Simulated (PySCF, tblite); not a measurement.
# Au12Cl12: electronic excitations

What do calculations give for the electronic excitations of Au12Cl12?

Computed with tblite 0.8.0 and PySCF 2.14.0 and routines of our own; the level stands in each step. Atoms count from 0.

## Step 1: The system as given

24 atoms, charge 0, multiplicity 1; geometry from: force field, distance geometry or constructed start.

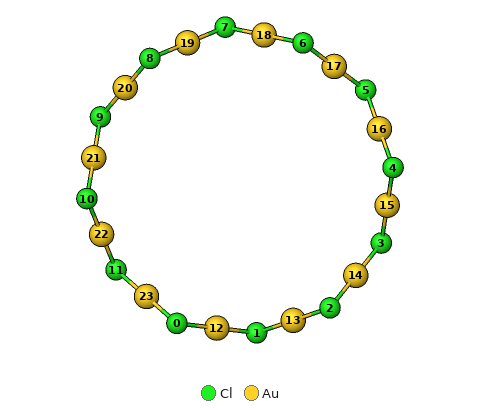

The starting geometry (chlorine green, gold amber); sticks join atoms by distance alone.

## Step 2: Relaxing the molecule with GFN2-xTB

What the job is given:

```
{"job": {"kind": "relax", "xc": "GFN2-xTB", "basis": "xTB"}, "charge": 0, "multiplicity": 1}
Cl     6.948200    -0.001800     1.433900
Cl     6.009900     3.474300    -1.442400
Cl     3.476900     6.010800     1.436500
Cl    -0.000700     6.947700    -1.441700
Cl    -3.472700     6.011900     1.438900
Cl    -6.016400     3.471200    -1.438100
Cl    -6.943200     0.001700     1.432200
Cl    -6.009700    -3.469000    -1.434000
Cl    -3.469000    -6.015200     1.435100
Cl    -0.002800    -6.944100    -1.433900
Cl     3.469600    -6.014300     1.433400
Cl     6.010600    -3.473700    -1.435500
Au     6.474800     1.736500     0.005000
Au     4.744600     4.741800    -0.002700
Au     1.733600     6.483300     0.000200
Au    -1.737700     6.478800     0.006300
Au    -4.742000     4.744300     0.000900
Au    -6.479300     1.732400    -0.001000
Au    -6.478800    -1.734000     0.002500
Au    -4.739600    -4.741500     0.002700
Au    -1.738100    -6.474400     0.001500
Au     1.734900    -6.476700    -0.000200
Au     4.745800    -4.737800     0.006600
Au     6.474000    -1.740100    -0.001500
```

Started as:

```sh
> OMP_NUM_THREADS=4 python large_run.py task.json out
```

The driver reads the jobs from task.json and runs them one after another.

Log:

```text
step      E/eV     max force
  0   -2769.31872    0.430
  1   -2769.34283    0.392
  2   -2769.47039    0.220
  3   -2769.47425    0.137
  4   -2769.47876    0.062
  5   -2769.48007    0.080
  6   -2769.48430    0.130
  7   -2769.48867    0.129
  8   -2769.49181    0.066
  9   -2769.49253    0.022
 10   -2769.49265    0.015
```

Run time: 3.3 s. Hardware: 4 threads of AMD EPYC 7R43, shared host; peak memory 0.16 GiB.

The steps of the relaxation:

```csv
step,energy from step 0 (eV),largest force (eV/Å)
0,0.0000,0.4300
1,-0.0241,0.3923
2,-0.1517,0.2194
3,-0.1555,0.1368
4,-0.1600,0.0616
5,-0.1613,0.0808
6,-0.1656,0.1306
7,-0.1699,0.1280
8,-0.1731,0.0656
9,-0.1738,0.0220
10,-0.1739,0.0156
```

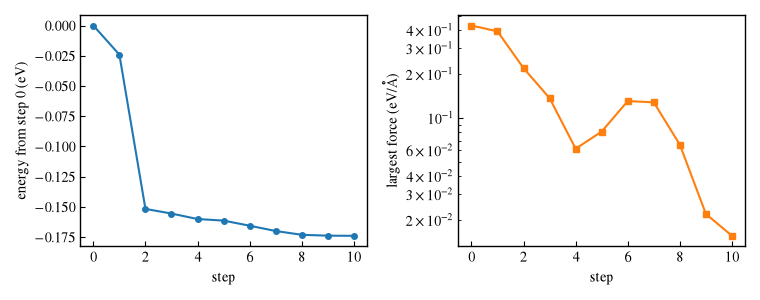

Energy and largest force along the relaxation.

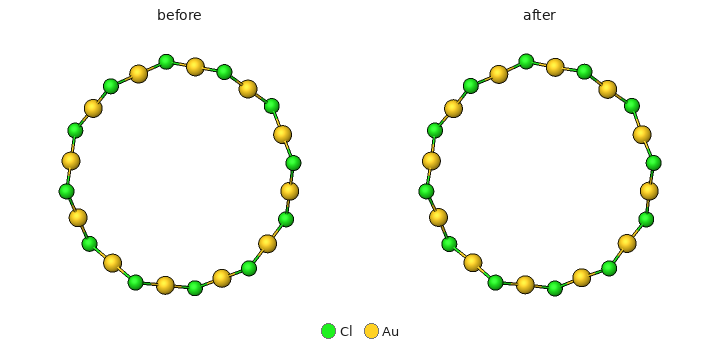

Before and after, at one scale.

Distances of close pairs at the start and the end, largest changes first:

```csv
bond,before (Å),after (Å),change (Å)
Cl3–Au15,2.309,2.256,-0.054
Cl1–Au12,2.309,2.257,-0.052
Cl2–Au14,2.308,2.257,-0.051
Cl5–Au16,2.306,2.257,-0.049
Cl0–Au23,2.304,2.256,-0.048
Cl5–Au17,2.303,2.256,-0.047
Cl3–Au14,2.303,2.257,-0.045
Cl2–Au13,2.300,2.255,-0.045
```

The end geometry stands in the next job.

## Step 3: Electronic excitations: TDA PBE0/def2-SVP

What the job is given:

```
{"job": {"kind": "uv", "basis": "def2-SVP", "grid": 1, "kgrid": 0, "vcut": 1.5, "nstates": 6, "ntriplets": 2, "tda": true, "delta": ["ip_vertical"], "pop": true, "xc": "PBE0"}, "charge": 0, "multiplicity": 1}
Cl     6.960869    -0.000845     1.357168
Cl     6.024987     3.479890    -1.359576
Cl     3.481830     6.027636     1.355891
Cl    -0.001960     6.963628    -1.356424
Cl    -3.480228     6.026120     1.359288
Cl    -6.028185     3.480517    -1.358504
Cl    -6.961130     0.001348     1.357010
Cl    -6.024603    -3.478044    -1.357333
Cl    -3.479005    -6.027840     1.360346
Cl    -0.001399    -6.958787    -1.357622
Cl     3.478683    -6.027122     1.359330
Cl     6.026156    -3.480521    -1.356943
Au     6.448661     1.727561    -0.001963
Au     4.720412     4.721244    -0.002035
Au     1.728258     6.451115     0.000000
Au    -1.728596     6.450201     0.001699
Au    -4.721822     4.721232     0.000389
Au    -6.450209     1.728771    -0.000939
Au    -6.448171    -1.727034     0.000949
Au    -4.719356    -4.720319     0.001992
Au    -1.728567    -6.448833     0.000890
Au     1.727246    -6.448810     0.000228
Au     4.720092    -4.721376     0.001357
Au     6.448997    -1.727874    -0.000666
```

Method: TDA PBE0/def2-SVP, vertical, gas phase, core orbitals frozen in the response, virtual orbitals cut by energy.

Log:

```text
start: PBE on a coarse grid of 177399 points
cycle   1  E = -7133.6147986766  dE = -1.316e+02  |g| = 7.280e+00  |ddm| = 3.495e+01
cycle   2  E = -6977.1981088726  dE =  1.564e+02  |g| = 2.134e+01  |ddm| = 1.026e+02
cycle   3  E = -7148.1397687234  dE = -1.709e+02  |g| = 1.116e+00  |ddm| = 1.014e+02
cycle   4  E = -7147.9980067647  dE =  1.418e-01  |g| = 1.452e+00  |ddm| = 3.367e+00
cycle   5  E = -7148.4443883144  dE = -4.464e-01  |g| = 2.506e-01  |ddm| = 1.901e+00
cycle   6  E = -7148.4561442561  dE = -1.176e-02  |g| = 8.724e-02  |ddm| = 3.215e-01
cycle   7  E = -7148.4582207570  dE = -2.077e-03  |g| = 2.028e-02  |ddm| = 1.452e-01
cycle   8  E = -7148.4583092291  dE = -8.847e-05  |g| = 7.693e-03  |ddm| = 3.020e-02
final grid: 177399 points
cycle   9  E = -7148.3624495850  dE = -2.918e-02  |g| = 1.204e-01  |ddm| = 8.837e-01
cycle  10  E = -7148.3611521353  dE =  1.297e-03  |g| = 1.410e-01  |ddm| = 3.099e-01
cycle  11  E = -7148.3654810770  dE = -4.329e-03  |g| = 1.661e-02  |ddm| = 1.664e-01
cycle  12  E = -7148.3655548959  dE = -7.382e-05  |g| = 3.861e-03  |ddm| = 2.699e-02
cycle  13  E = -7148.3655582188  dE = -3.323e-06  |g| = 1.477e-03  |ddm| = 5.660e-03
cycle  14  E = -7148.3655640361  dE = -5.817e-06  |g| = 1.785e-04  |ddm| = 1.515e-03
cycle  15  E = -7148.3655664783  dE = -2.442e-06  |g| = 4.419e-05  |ddm| = 2.641e-04
converged SCF energy = -7148.3655664783
Vertical ionisation energy (delta-SCF) = 8.7531 eV   <S^2> = 0.751

Static polarisability (au): isotropic 468.320, principal 330.189 537.343 537.429

Singlet excitations
state   eV       nm        f      main configurations
  1   5.1053    242.9   0.00000   H->L 0.34
  2   5.1054    242.8   0.00000   H-1->L 0.34
  3   5.1276    241.8   0.00000   H-2->L 0.29, H->L+1 0.14, H-1->L+2 0.14
  4   5.1279    241.8   0.00000   H-3->L 0.29, H-1->L+1 0.14, H->L+2 0.14
  5   5.1541    240.6   0.00004   H-5->L 0.26, H->L+2 0.16, H-1->L+1 0.15
  6   5.1632    240.1   0.00000   H-4->L 0.28, H-1->L+2 0.16, H->L+1 0.16

Triplet excitations (Tamm-Dancoff, eV): 4.6634 4.6867
```

It took 9.9 min on 4 threads of AMD EPYC 7R43, shared host; peak memory 3.4 GiB.

Frontier orbitals and where they lie:

```csv
orbital,eV,atoms
HOMO−4,-8.03,"Au14 7 %, Au15 7 %, Au13 7 %"
HOMO−3,-8.00,"Au22 6 %, Au13 6 %, Au16 6 %"
HOMO−2,-8.00,"Au17 6 %, Au23 6 %, Au14 6 %"
HOMO−1,-7.91,"Au22 7 %, Au16 7 %, Au23 7 %"
HOMO,-7.91,"Au19 7 %, Au20 7 %, Au13 7 %"
LUMO,-1.65,"Au14 6 %, Au15 6 %, Au12 6 %"
LUMO+1,-1.61,"Au20 11 %, Au14 11 %, Au21 9 %"
LUMO+2,-1.61,"Au23 11 %, Au17 11 %, Au12 9 %"
LUMO+3,-1.43,"Au12 10 %, Au21 10 %, Au18 10 %"
```

Further results of this job:

```csv
property,computed
dipole moment (D),0.00
polarisability (Å³),69.40
HOMO–LUMO gap (eV),6.26
−ε(HOMO) (eV),7.91
```

## Step 4: Outcome

```
                                quantity                        value
          lowest singlet (PBE0/def2-SVP)  5.11 eV (243 nm), f = 0.000
brightest single state of those computed  state 5, 5.15 eV, f = 0.000
                          lowest triplet                      4.66 eV
       vertical ionisation energy (ΔSCF)                      8.75 eV
```

The lowest singlet, at 5.11 eV, is HOMO→LUMO 0.34 and is dark. The lowest triplet lies 0.44 eV below the lowest singlet. Spin-orbit coupling, left out, mixes singlets and triplets in elements this heavy. ΔSCF puts the ionisation energy at 8.75 eV, 0.84 eV above −ε(HOMO).
